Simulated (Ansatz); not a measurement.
```yaml
atoms:
  - { symbol: C, position_ang: [-1.0263, -0.9094, 0.2871] }
  - { symbol: B, position_ang: [0.4341, -0.4589, 0.0072] }
  - { symbol: F, position_ang: [1.4286, -1.4746, -0.0297] }
  - { symbol: C, position_ang: [0.9184, 1.0824, -0.1663] }
  - { symbol: Cl, position_ang: [0.0873, 1.7386, -1.6419] }
  - { symbol: H, position_ang: [-1.4369, -0.3492, 1.1963] }
  - { symbol: H, position_ang: [-1.1215, -1.9621, 0.4058] }
  - { symbol: H, position_ang: [-1.6655, -0.5364, -0.5904] }
  - { symbol: H, position_ang: [1.9507, 1.1707, -0.2152] }
  - { symbol: H, position_ang: [0.5143, 1.6477, 0.7499] }
```

All numbers below come from SCF PBE0, Gaussian basis (Ansatz 0.2.0).

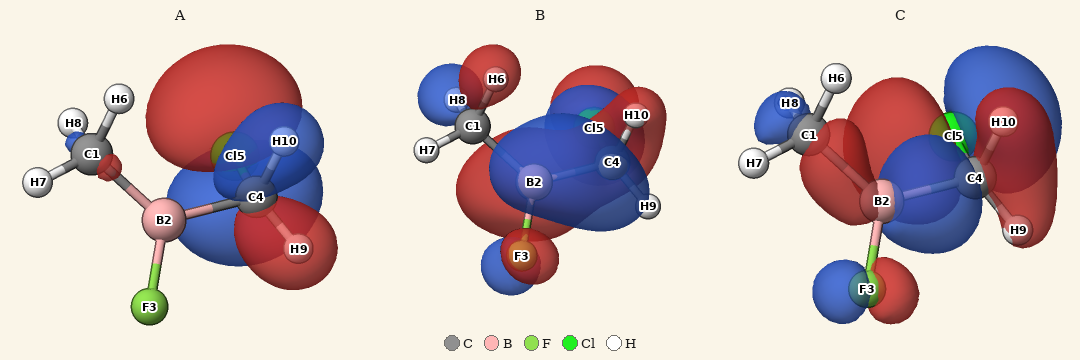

C$_{2}$H$_{5}$BClF (SMILES CB(F)CCl). Three frontier orbitals at ±0.1 Å⁻³ᐟ² (red and blue are the two phases), in no order.

Order the three orbitals by energy and name them.

A is the HOMO−1 (−8.75 eV). It lies mainly on Cl5 (about 80 %) and C4 (about 10 %); largely a lone pair of Cl5. C is the HOMO (−8.31 eV). It lies mainly on Cl5 (about 60 %), C4 (about 15 %) and B2 (about 10 %). B is the LUMO (−1.10 eV). It lies mainly on B2 (about 40 %), Cl5 (about 15 %), C4 (about 15 %), F3 (about 10 %) and C1 (about 5 %).

What is the HOMO–LUMO gap?

7.21 eV between the orbital energies.
